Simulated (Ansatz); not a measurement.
# MgS: S → Mo

Base system: MgS in the rock salt structure (space group Fm-3m, No. 225; a = 5.2297 Å).

Now apply this change: every S is replaced by Mo, then cell and atoms are relaxed.

Calculations: PBE, PAW, 420 eV (Ansatz, an electronic-structure program; no spin-orbit coupling). k-mesh 15×15×15 (Γ-centred); smearing 0.05 eV (Fermi–Dirac), for the changed cell.

The volume per atom grows by 0.736 Å³, from 17.88 Å³ to 18.61 Å³ and the density rises by 2.746 g/cm³ (2.62 g/cm³ → 5.36 g/cm³). The space group remains Fm-3m (No. 225) and the band gap goes from 2.76 eV to zero.

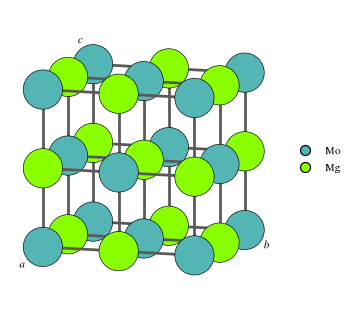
Figure. The relaxed conventional cell after the change

No phonon test of stability was made. As relaxed here, MgMo is a hypothetical phase, not in the database extracts checked. The final runs are not spin-polarised. MgMo has a high density of states at the Fermi level and may be magnetic at this level.
